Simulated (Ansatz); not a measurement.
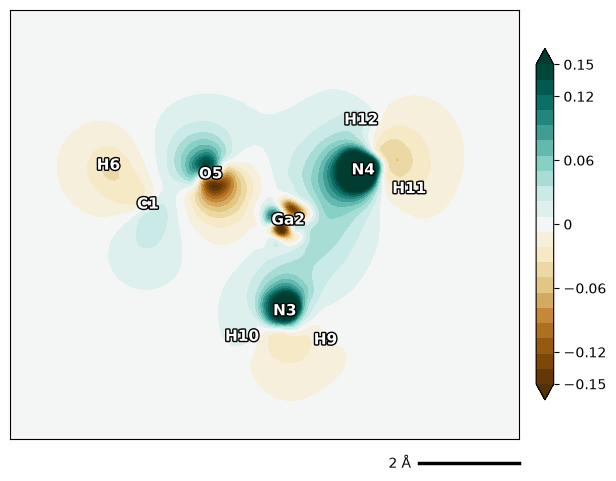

*CH7GaN2O (SMILES C[O][Ga]([NH2])[NH2]). The HOMO on the plane of atoms C1, O5 and Ga2 (values in Å⁻³ᐟ²; the overall sign is arbitrary).*

Geometry: PBE0-D4/def2-SVP.

These are results of isolated molecule in a Gaussian basis; Kohn-Sham density functional theory, functional PBE0 in Ansatz, not measurements.

Input

```
crystal:
  periodic: [false, false, false]
  atoms:
    - symbol: C
      position_ang: [-1.365562, 0.303089, 1.576781]
    - symbol: Ga
      position_ang: [0.339590, -0.310062, -0.566642]
    - symbol: "N"
      position_ang: [1.298343, 1.222156, -0.434810]
    - symbol: N
      position_ang: [0.640229, -1.631176, -1.761713]
    - symbol: O
      position_ang: [-1.024487, -0.580910, 0.558164]
    - symbol: H
      position_ang: [-2.290289, -0.044417, 2.070906]
    - symbol: H
      position_ang: [-0.589525, 0.377724, 2.366180]
    - symbol: H
      position_ang: [-1.561968, 1.333811, 1.216664]
    - symbol: H
      position_ang: [2.183250, 1.353607, -0.907631]
    - symbol: H
      position_ang: [1.223594, 1.824064, 0.375369]
    - symbol: H
      position_ang: [1.204349, -1.496755, -2.590584]
    - symbol: H
      position_ang: [-0.057525, -2.351141, -1.902666]
basis:
  gaussian:
    orbitals: def2-SVPD
hamiltonian:
  xc: pbe0
output: {forces: true, orbitals: {seedname: orbitals}}
```

Launched as:

```sh
ansatz run input.yaml --threads 2 --pin off --max-ram 5220MiB --events-out events.jsonl --progress --plain --runs-dir runs
```

Q: Where does this orbital lie, and at what energy?

A: By Hirshfeld shares it lies mainly on N4 (about 50 %), N3 (about 25 %) and Ga2 (about 10 %); largely a combination of lone pairs on N4 and N3. Its energy is −7.15 eV.
